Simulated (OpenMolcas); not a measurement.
# Run report: CuF, energy and gradient calculation

- system: CuF
- method: PBE/def2-TZVP, RKS (OpenMolcas 26.06)

The geometry comes from this level: GFN2-xTB.

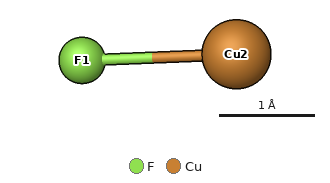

Figure 1. The input geometry (ball-and-stick view, seen at a tilt; atoms are numbered from 1 in the order of the input). Sticks mark near contacts. Bond lengths as drawn: Cu–F 1.72 Å.

### Input
```
&GATEWAY
  BasLib=$CurrDir
  Coord=geom.xyz
  Basis=def2-TZVP
  Group=NoSym

&SEWARD
  GridInput
  Grid=UltraFine
  End of Grid

&SCF
  KSDFT=PBE
  Thresholds=1e-10 1e-07 1e-07 1e-05
  PrOrbitals=1 1

&ALASKA
```

### File geom.xyz
```
2

F      0.730430    -0.261570     0.366750
Cu    -0.730430     0.261570    -0.366750
```

Launch command:
```bash
export MOLCAS_MEM=1860
pymolcas mol.inp > mol.log
```

### What the program printed
```
--- Start Module: gateway ---

                                              &GATEWAY

                       available to each process: 1.9 GB of memory, 1 thread

 Basis Set     1 Label: F.DEF2-TZVP
 Basis set is read from library:.
 basistype.tbl is not found

 Basis Set     2 Label: CU.DEF2-TZVP
 Basis set is read from library:.
 basistype.tbl is not found

++    Symmetry information:
      ---------------------

                    Character Table for C1

                             E
                    a        1  x, y, xy, Rz, z, xz, Ry, yz, Rx, I
--

++    Basis set information:
      ----------------------

      Basis set label: F.DEF2-TZVP.........

      Electronic valence basis set:
      ------------------
      Associated Effective Charge   9.000000 au
      Associated Actual Charge      9.000000 au
      Nuclear Model: Point charge

      Shell  nPrim  nBasis  Cartesian Spherical Contaminant
         s      11       5        X
         p       6       3        X
         d       2       2                 X
         f       1       1                 X

      Basis set label: CU.DEF2-TZVP.........

      Electronic valence basis set:
      ------------------
      Associated Effective Charge  29.000000 au
      Associated Actual Charge     29.000000 au
      Nuclear Model: Point charge

      Shell  nPrim  nBasis  Cartesian Spherical Contaminant
         s      17       6        X
         p      11       4        X
         d       7       4                 X
         f       1       1                 X
--

++    Molecular structure info:
      -------------------------

                    ************************************************
                    **** Cartesian Coordinates / bohr, angstrom ****
                    ************************************************

     Center  Label                x              y              z                     x              y              z
        1      F1               1.380313      -0.494296       0.693057              0.730430      -0.261570       0.366750
        2      CU2             -1.380313       0.494296      -0.693057             -0.730430       0.261570      -0.366750
--

            Nuclear Potential Energy             80.47098176 au

--- Stop Module: gateway /rc=_RC_ALL_IS_WELL_ ---

--- Start Module: seward ---

                                              &SEWARD

                       available to each process: 1.9 GB of memory, 1 thread

               SEWARD will generate:
                  Multipole Moment integrals up to order  2
                  Kinetic Energy integrals
                  Nuclear Attraction integrals (point charge)
                  One-Electron Hamiltonian integrals
                  Velocity integrals
                  Orbital angular momentum around ( -0.7401   0.2650  -0.3716 )
                  Velocity quadrupole around ( -0.7401   0.2650  -0.3716 )
                  Two-Electron Repulsion integrals

                   Integrals are discarded if absolute value <: 1.00E-14
                   Integral cutoff threshold is set to       <: 1.00E-16

            Nuclear Potential Energy             80.47098176 au

      Basis set specifications :
      Symmetry species         a
      Basis functions           76

--- Stop Module: seward /rc=_RC_ALL_IS_WELL_ ---
--- Module seward spent 1 second ---

--- Start Module: scf ---

                                                &SCF

                       available to each process: 1.9 GB of memory, 1 thread

 ###############################################################################
 ###     Minimized-density-differences option turned off!                    ###
 ###############################################################################
++    Input section:
      --------------

      Header of the integral files:

      Cartesian coordinates in angstrom:
      -----------------------------------------------------
      No.  Label        X            Y            Z
      -----------------------------------------------------
       1   F1         0.73043000  -0.26157000   0.36675000
       2   CU2       -0.73043000   0.26157000  -0.36675000
      -----------------------------------------------------
      Nuclear repulsion energy =   80.47098176
--

++    Orbital specifications:
      -----------------------

      Symmetry species               1
                                     a
      Frozen orbitals                0
      Occupied orbitals             19
      Secondary orbitals            57
      Deleted orbitals               0
      Total number of orbitals      76
      Number of basis functions     76
--

      Molecular charge                           0.000

      Numerical integration parameters
      --------------------------------
      Radial quadrature type:                         MHL
      Size of radial grid:                            99
      Lebedev angular grid:                           41
      Angular grid pruned with the crowding factor:  1.00E+10
                                 and fading factor:  1.00E+01
      Screening threshold for integral computation:   1.00E-11
      Radial quadrature accuracy:                     1.00E-25
      Maximum batch size:                             128
      AO values are stored on disk
      The same grid will be used for all iterations.

      DFT functional specifications
      -----------------------------
      Using Libxc version: 6.2.2
      Please cite the following reference:
      S. Lehtola, C. Steigemann, M. J.T. Oliveira, and M. A.L. Marques.,  SoftwareX 7, 1–5 (2018) doi:10.1016/j.softx.2017.11.002

      * Perdew, Burke & Ernzerhof
        - J. P. Perdew, K. Burke, and M. Ernzerhof.,  Phys. Rev. Lett. 77, 3865 (1996) doi:10.1103/PhysRevLett.77.3865
        - J. P. Perdew, K. Burke, and M. Ernzerhof.,  Phys. Rev. Lett. 78, 1396 (1997) doi:10.1103/PhysRevLett.78.1396
      * Perdew, Burke & Ernzerhof
        - J. P. Perdew, K. Burke, and M. Ernzerhof.,  Phys. Rev. Lett. 77, 3865 (1996) doi:10.1103/PhysRevLett.77.3865
        - J. P. Perdew, K. Burke, and M. Ernzerhof.,  Phys. Rev. Lett. 78, 1396 (1997) doi:10.1103/PhysRevLett.78.1396

++    Optimization specifications:
      ----------------------------

      SCF Algorithm: Conventional
      D(i)-D(i-1) density differences are used
      Number of density matrices in core                 5
      Maximum number of NDDO SCF iterations            400
      Maximum number of HF SCF iterations              400
      Threshold for SCF energy change             1.00E-10
      Threshold for density matrix                1.00E-07
      Threshold for Fock matrix                   1.00E-07
      Threshold for linear dependence             1.00E-09
      Threshold at which DIIS is turned on        1.50E-01
      Maximum depth in the DIIS procedure                5
      Maximum depth in the BFGS Hessian update          30
      Threshold at which QNR/C2DIIS is turned on  7.50E-02
      Threshold for Norm(delta) (QNR/C2DIIS)      1.00E-05
      All orbitals punched on: SCFORB
--

      Input vectors read from INPORB
      Orbital file label: *Guess orbitals

++ Convergence information
                                   PBE        iterations: Energy and convergence statistics

Iter     Tot. PBE        One-elec.       Two-elec.     Energy      Max Dij or  Max Fij      DNorm      TNorm      AccCon     Time
         Energy          Energy          Energy        Change      Delta Norm                                                in Sec.

 The total and one-electron energies are shifted by a value of      1000. a.u.

   1  -739.801603244 -1677.349351152   857.076766153   0.00E+00    8.83E-01*   7.74E-01*    8.44E+00   3.08E+02   None         0.
   2  -734.800273297 -1592.267270197   776.996015145   5.00E+00*   7.59E-01*   7.77E-02*    4.20E+00   2.92E+02   EDIIS        0.
   3  -739.526714882 -1638.302670971   818.304974333  -4.73E+00*   1.12E-01*   4.57E-02*    2.26E+00   3.00E+02   EDIIS        0.
   4  -740.034626716 -1670.627714282   850.122105809  -5.08E-01*   4.16E-01*   4.81E-02*    8.54E-01   3.06E+02   c2DIIS       0.
   5  -739.790001755 -1649.339379469   829.078395958   2.45E-01*   5.55E-02*   3.70E-02*    1.05E+00   3.03E+02   c2DIIS       0.
   6  -740.067948965 -1665.033833932   844.494903211  -2.78E-01*   1.03E-01*   7.85E-03*    1.47E-01   3.05E+02   QNRc2DIIS    0.
   7  -740.055885922 -1659.500384537   838.973516859   1.21E-02*   8.79E-02*   4.47E-02*    2.88E-01   3.04E+02   QNRc2DIIS    0.
   8  -740.068437910 -1664.269971677   843.730552011  -1.26E-02*   3.42E-03*   9.56E-04*    2.45E-01   3.05E+02   QNRc2DIIS    0.
   9  -740.068451927 -1664.218874771   843.679441088  -1.40E-05*   1.00E-04*   4.42E-04*    1.02E-02   3.05E+02   QNRc2DIIS    0.
  10  -740.068452032 -1664.218986812   843.679553025  -1.05E-07*   1.15E-04*   4.12E-04*    3.85E-04   3.05E+02   QNRc2DIIS    0.
  11  -740.068452267 -1664.217133858   843.677699835  -2.36E-07*   2.29E-03*   3.88E-04*    3.41E-04   3.05E+02   QNRc2DIIS    0.
  12  -740.068454252 -1664.174288879   843.634852871  -1.98E-06*   6.16E-05*   3.73E-05*    6.65E-03   3.05E+02   QNRc2DIIS    0.
  13  -740.068454259 -1664.175685499   843.636249484  -7.15E-09*   2.45E-05*   1.33E-05*    2.24E-04   3.05E+02   QNRc2DIIS    0.
  14  -740.068454260 -1664.175476115   843.636040099  -8.71E-10*   1.32E-06    5.30E-07*    7.93E-05   3.05E+02   QNRc2DIIS    0.
  15  -740.068454260 -1664.175470776   843.636034760   2.73E-12*   2.22E-07    8.44E-08     5.26E-06   3.05E+02   QNRc2DIIS    0.
  16  -740.068454260 -1664.175472655   843.636036639  -3.18E-12    1.27E-08    4.77E-09     9.07E-07   3.05E+02   QNRc2DIIS    0.

       Convergence after  16 Iterations
--

 *****************************************************************************************************************************
 *                                             SCF/KS-DFT Program, Final results                                             *
 *                                                       Final Results                                                       *
 *****************************************************************************************************************************

::    Total KS-DFT energy                           -1740.0684542602
      One-electron energy                           -2664.1754726554
      Two-electron energy                             843.6360366394
      Nuclear repulsion energy                         80.4709817558
      Kinetic energy (interpolated)                  1737.4808299123
      Virial theorem                                    1.0014892966
      Total spin, S(S+1)                                0.0000000000
      Total spin, S                                     0.0000000000
      Max non-diagonal density matrix element           0.0000000166
      Max non-diagonal Fock matrix element              0.0000000012

      All orbitals with orbital energies smaller than  E(LUMO)+0.5 are printed

++    Molecular orbitals:
      -------------------

      Title: RKS-DFT orbitals

      Molecular orbitals for symmetry species 1: a

          Orbital            1         2         3         4         5         6         7         8         9        10
          Energy         -321.5286  -38.3008  -33.5928  -33.5908  -33.5908  -24.1699   -4.1343   -2.6758   -2.6660   -2.6660
          Occ. No.          2.0000    2.0000    2.0000    2.0000    2.0000    2.0000    2.0000    2.0000    2.0000    2.0000

          Orbital           11        12        13        14        15        16        17        18        19        20
          Energy           -0.9732   -0.3494   -0.3019   -0.3019   -0.2369   -0.2369   -0.2174   -0.2169   -0.2169   -0.1440
          Occ. No.          2.0000    2.0000    2.0000    2.0000    2.0000    2.0000    2.0000    2.0000    2.0000    0.0000

          Orbital           21        22        23        24        25        26        27        28        29
          Energy            0.0506    0.0506    0.0741    0.1282    0.1622    0.1622    0.1880    0.1880    0.2612
          Occ. No.          0.0000    0.0000    0.0000    0.0000    0.0000    0.0000    0.0000    0.0000    0.0000

--

++    Molecular charges:
      ------------------

      Mulliken charges per centre and basis function type
      ---------------------------------------------------

                F1      CU2
      1s       3.9672  6.5152
      2px      1.7503  4.0387
      2pz      1.8798  4.0565
      2py      1.9013  4.0594
      3d2+     0.0019  1.9450
      3d1+     0.0022  1.9249
      3d0      0.0011  1.9951
      3d1-     0.0006  1.9922
      3d2-     0.0018  1.9661
      4f3+     0.0001  0.0001
      4f2+     0.0001  0.0001
      4f1+     0.0001  0.0001
      4f0      0.0000  0.0000
      4f1-     0.0000  0.0000
      4f2-     0.0001  0.0001
      4f3-     0.0001  0.0001
      Total    9.5066 28.4934

      N-E     -0.5066  0.5066

      Total electronic charge=   38.000000

      Total            charge=   -0.000000
--

++    Molecular properties:
      ---------------------

      Charge (e):
                      =   -0.0000
      Dipole Moment (debye):
      Origin of the operator (angstrom)=   -0.3917    0.1403   -0.1967
                   X= -3.8380E+00               Y=  1.3744E+00               Z= -1.9271E+00           Total=  4.5092E+00
      Quadrupole Moment (debye*angstrom):
      Origin of the operator (angstrom)=   -0.3917    0.1403   -0.1967
                  XX= -1.8340E+01              XY=  2.5456E-01              XZ= -3.5693E-01              YY= -1.7720E+01
                  YZ=  1.2782E-01              ZZ= -1.7808E+01
      In traceless form (debye*angstrom)
                  XX= -5.7568E-01              XY=  3.8184E-01              XZ= -5.3539E-01              YY=  3.5388E-01
                  YZ=  1.9172E-01              ZZ=  2.2180E-01
--

--- Stop Module: scf /rc=_RC_ALL_IS_WELL_ ---
--- Module scf spent 6 seconds ---

--- Start Module: alaska ---

                                              &ALASKA

                       available to each process: 1.9 GB of memory, 1 thread

                     Threshold for contributions to the gradient: 1.000E-07

                    ********************************************
                    * Symmetry Adapted Cartesian Displacements *
                    ********************************************

           Irreducible representation : a
           Basis function(s) of irrep: x, y, xy, Rz, z, xz, Ry, yz, Rx, I

 Basis Label        Type   Center Phase
   1   F1           x         1     1
   2   F1           y         1     1
   3   F1           z         1     1
   4   CU2          x         2     1
   5   CU2          y         2     1
   6   CU2          z         2     1

                     No automatic utilization of translational and rotational invariance of the energy is employed.

 Rotational correction to the DFT gradient is turned off due to close-to-degeneracy problems!

 DFT contribution computed for a moving grid.

 Conventional ERI gradients!

 **************************************************
 *              Molecular gradients               *
 **************************************************

  Irreducible representation: a
 ------------------------------------------------------------------------------------------
                              X                       Y                       Z
 ------------------------------------------------------------------------------------------
  F1               -1.62073317413238E-02    5.80391243847700E-03   -8.13772560654336E-03
  CU2               1.62073317413380E-02   -5.80391243847700E-03    8.13772560655046E-03
 ------------------------------------------------------------------------------------------

--- Stop Module: alaska /rc=_RC_ALL_IS_WELL_ ---
--- Module alaska spent 2 seconds ---

.##################.
.# Happy landing! #.
.##################.

    Timing: Wall=10.72 User=8.80 System=1.67
```

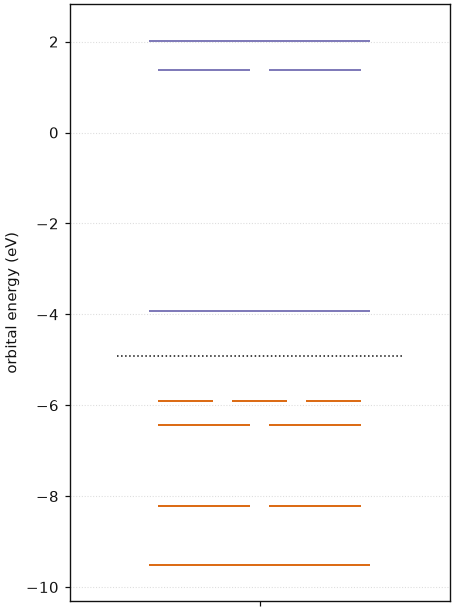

Figure 2. Orbital energies near the frontier; the dotted line parts filled from empty levels, and levels within 0.02 eV of each other stand side by side. Highest filled −5.90 eV, lowest empty −3.92 eV, 1.98 eV apart.

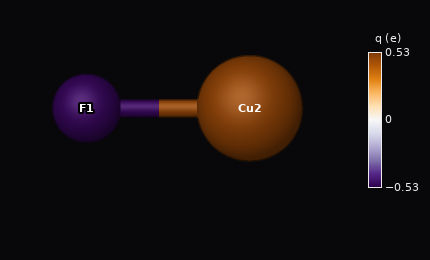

Figure 3. Mulliken charges, as the colour of each atom (ball-and-stick view, seen on its broad side; atoms are numbered from 1 in the order of the input). By element: F −0.51 and Cu +0.51 e.

### Summary

| quantity | value |
| --- | --- |
| outcome | converged |
| total energy | −1740.068454 hartree |
| basis functions | 76 |
| largest force | 0.979 eV/Å |
| HOMO | −5.90 eV |
| LUMO | −3.92 eV |
| dipole moment | 4.51 debye |
| hardware | 1 thread of Arm Neoverse V2, 24 GiB of memory available, shared host |
| wall time | 11 s |
| peak memory | 0.43 GiB |
